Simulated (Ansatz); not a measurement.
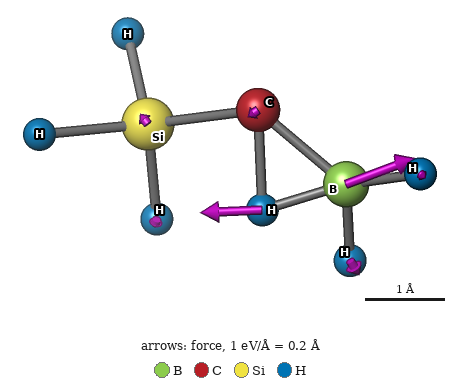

Starting geometry of CH₆BSi (charge −1) with the computed forces as purple arrows. The picture is a ball-and-stick view, seen at a tilt.

It is one of the separated reactants of a reaction.

The calculation used Ansatz 0.2.0, RKS PBE-D4/def2-SVPD.

The input:
```yaml
crystal:
  periodic: [false, false, false]
  atoms:
    - {symbol: B, position_ang: [-0.907853, 0.756866, -1.120656]}
    - {symbol: C, position_ang: [0.050534, 0.749839, -0.016817]}
    - {symbol: Si, position_ang: [0.612400, -0.766891, 0.781912]}
    - {symbol: H, position_ang: [-1.386044, -0.272621, -1.567826]}
    - {symbol: H, position_ang: [-1.281532, 1.791441, -1.654525]}
    - {symbol: H, position_ang: [-0.182957, -0.119351, -0.949569]}
    - {symbol: H, position_ang: [2.103887, -1.049411, 0.745539]}
    - {symbol: H, position_ang: [-0.007919, -2.001061, 0.194522]}
    - {symbol: H, position_ang: [0.351396, -0.895000, 2.272282]}
basis:
  gaussian: {orbitals: def2-SVPD}
total_charge: -1
hamiltonian: {xc: pbe, dispersion: d4}
relax: {f_tol: 0.03, max_steps: 250}
```

Run as
```bash
ansatz run in.yaml --threads 2 --pin off --events-out ev --progress --plain --max-ram 4352MiB
```

**What follows when this structure is relaxed?**

It isn't relaxed: the largest force vector, on B1, is 4.87 eV/Å. The final displacements have little in common with the starting forces (cosine between the two patterns 0.11). The energy falls by 304.6 kJ/mol in 16 geometry steps. Largest force component: 3.8 eV/Å at the start, 0.0073 eV/Å at the end. H5 moves most after the best rigid fit: 1.64 Å. Largest moves by element: H 1.64 Å, C 1.36 Å, B 0.14 Å, Si 0.13 Å. Near-neighbour distances that change, for instance: B1–H6 1.150 → 2.255 Å, C2–H6 1.296 → 1.109 Å, Si3–H8 1.501 → 1.537 Å, C2–Si3 1.804 → 1.825 Å. Bonds break: B1–H6 (1.15 → 2.25 Å). Bond angles that change, for instance: B1–C2–H6 48.8° → 120.8°, Si3–C2–H6 79.1° → 116.0°, C2–Si3–H8 112.9° → 117.3°. Cost: 32 s on 2 threads of Arm Neoverse V1, on a shared host.
